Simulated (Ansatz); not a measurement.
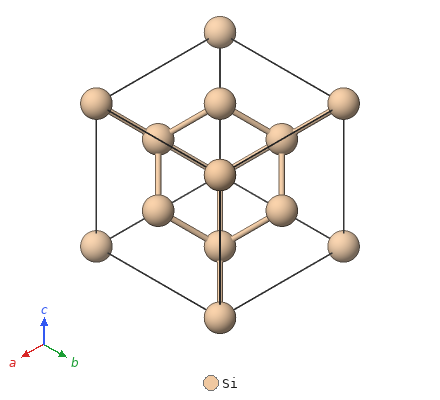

The structure, seen along [111]; the drawing may span several cells.

Structure (in its standard cell), the input geometry of an electronic-structure calculation (not necessarily at equilibrium):

```xyz
8
Lattice="5.4702 0.0000 0.0000 0.0000 5.4702 0.0000 0.0000 0.0000 5.4702" Properties=species:S:1:pos:R:3 pbc="T T T"
Si    2.7351    0.0000    2.7351
Si    1.3676    1.3676    1.3676
Si    2.7351    2.7351    0.0000
Si    1.3676    4.1027    4.1027
Si    0.0000    0.0000    0.0000
Si    4.1027    1.3676    4.1027
Si    0.0000    2.7351    2.7351
Si    4.1027    4.1027    1.3676
```

Predict the [111] zone-axis pattern (100 kV, kinematic, B = 0.8 Å²).

Answer. The spots form a hexagonal net with both shortest vectors at d = 1.93 Å, 60.0° apart. They are -2 2 0 and -2 0 2. The pattern has symmetry 6mm. The lattice centring (F) removes all reflections that break h + k = 2n, h + l = 2n.

Strongest reflections with d > 0.80 Å, one of each family (|F|² from tabulated Gaussian fits of the electron scattering factors, times a small damping for the curvature of the Ewald sphere):

```csv
hkl,d (Å),I (strongest = 100)
2 0 -2,1.934,100
4 -2 -2,1.117,17
4 0 -4,0.967,10
```

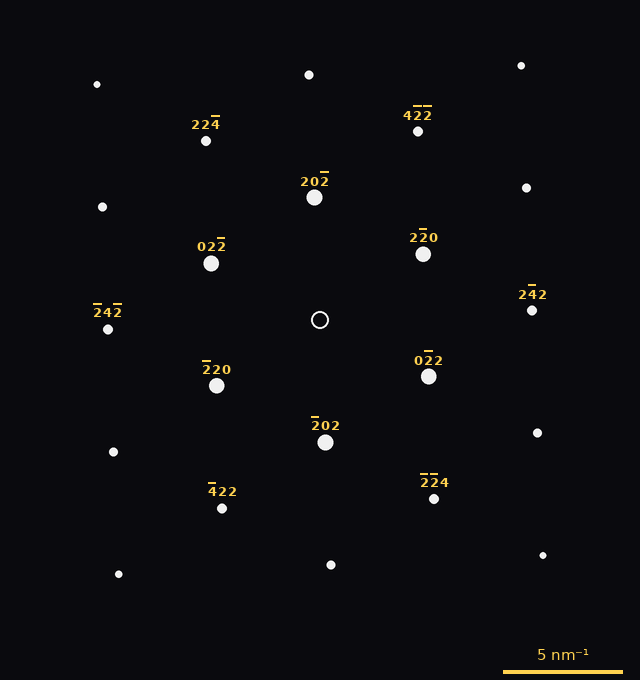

Calculated pattern, seen from the source side with [111] pointing towards the source.
